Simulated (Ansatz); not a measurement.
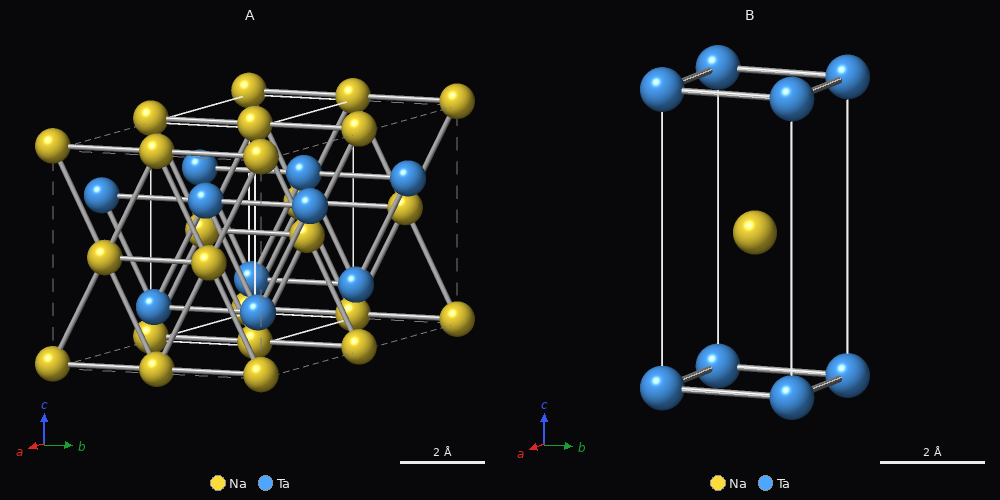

Two structures of NaTa, each relaxed to rest (conventional cells in solid outline, small ones repeated, not to one scale). Method: Ansatz, DFT PBE, scalar-relativistic, plane waves, PAW, without spin polarisation.

What structure does each panel show?

Answer. A: 4 atoms a cell on a base-centred orthorhombic lattice, Amm2. B: 2 atoms a cell on a primitive tetragonal lattice, P4/mmm.

Compare their energies: which is lower?

Answer. A is lower, by 204 meV/atom at this level of theory (energies at zero smearing). Volumes: A 21.2, B 21.6 Å³/atom.

One or both may be structure types tried for this composition rather than known phases.
